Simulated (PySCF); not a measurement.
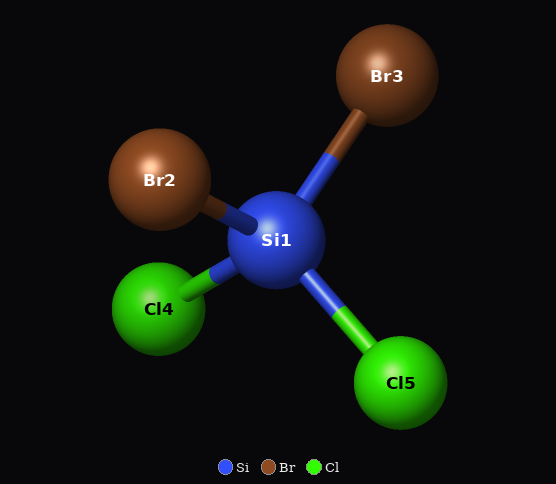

The computed structure is the end point of a PBE0-D3(BJ)/def2-SVP optimisation. No frequency run is at hand to confirm it as a minimum. Level of theory: delta-SCF UKS SCAN, pcX-2 on the ionised atom (unc-x2c-TZVPall on a metal), pcseg-1 elsewhere, spin-free X2C (PySCF 2.14.0).

Give the core-electron binding energies (to vacuum; p and d levels without spin–orbit splitting) of Si1 1s, Si1 2p, Cl4 1s, Cl4 2p.

| atom | level | binding energy (eV) |
| --- | --- | --- |
| Si1 | 1s | 1850.3 |
| Si1 | 2p | 110.3 |
| Cl4 | 1s | 2829.3 |
| Cl4 | 2p | 207.3 |
